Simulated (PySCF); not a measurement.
```xyz
21

C    -3.1010   -1.3365   -0.2850
B    -1.6924   -1.1345    0.3731
C    -0.7819    0.1030   -0.0215
C    -1.3329    1.3529    0.7033
N     0.6306   -0.0866    0.2722
Si    1.8945    0.7490   -0.5295
Si    3.8824   -0.1291    0.2089
H    -3.3829   -0.5655   -0.9975
H    -3.1238   -2.2923   -0.8090
H    -3.8847   -1.4033    0.4692
H    -1.3260   -1.8837    1.1974
H    -0.8343    0.3174   -1.0947
H    -2.3611    1.5448    0.4094
H    -0.7236    2.2179    0.4515
H    -1.3004    1.2091    1.7817
H     0.7731   -0.4121    1.2160
H     1.8568    2.2245   -0.3730
H     1.6213    0.5399   -1.9614
H     3.7647   -1.2872    1.1024
H     4.7270   -0.5619   -0.9070
H     4.6857    0.8510    0.9476
```

Geometry: GFN2-xTB.

These are results of PBE0/pcSseg-1, SCF density, gas phase, non-relativistic (PySCF 2.14.0), not measurements.

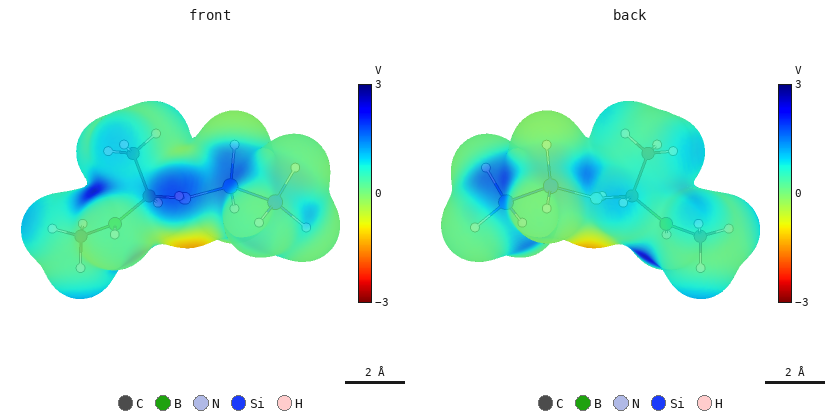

C$_{3}$H$_{14}$BNSi$_{2}$. The electrostatic potential painted on the density surface at 0.004 e/bohr³, seen from the front and from behind; the colour scale runs from red (negative) to blue (positive).

Which sites attract a positive test charge, and which a negative one?

Answer. A positive charge is drawn to the negative regions and a negative charge to the positive ones. The most negative region (about −1.2 V, or −28 kcal/mol for a unit charge) lies over N5, the most positive (about +2.2 V, or +51 kcal/mol for a unit charge) over B2. N5 is the likeliest acceptor of a hydrogen bond.

What dipole moment does the calculation give?

Answer. Its dipole moment is 1.64 D.
